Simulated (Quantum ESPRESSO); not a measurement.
# Dipole at the next field: H-SiC-F chair, 1 layer

Method. Quantum ESPRESSO 7.5, PBE, GBRV ultrasoft; sawtooth field along the normal with dipole correction, ions clamped, threshold 1e-9 Ry; cell area 8.640 Å².

```
field (V/Å)  dipole (e Å a cell)
          0              0.11580
        0.1              0.13297
        0.2              0.15011
```

To predict: What is the dipole at 0.3 V/Å, and what electrostatic thickness 4πα/A follows from the rows?

**Worked estimate.** The slope is (0.15011 − (0.11580))/0.2 = 0.1715 e Å²/V, so 4πα/A = 180.95 × 0.1715/8.640 = 3.59 Å. Linear response gives p = 0.11580 + 0.1715 × (0.3) = 0.16726 e Å; a parabola through the three rows gives 0.16722.

**The withheld run.** p = 0.16718 e Å. The line misses by 0.2 % of the induced dipole and the parabola by 0.1 %. The response is linear over this range.

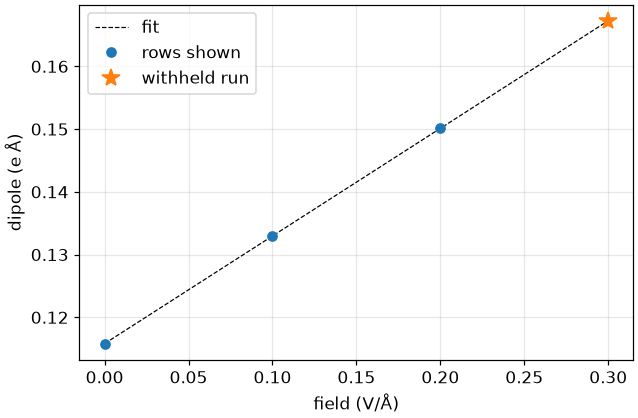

The rows shown, the fit and the withheld run.

Caveats: Electrons alone respond; local and semilocal functionals tend to overscreen.

[Logs are printed without paths, hosts, clocks, repeated set-up lines and the standing remarks that a program may print on its own settings, such as how far it seeks lower states.]
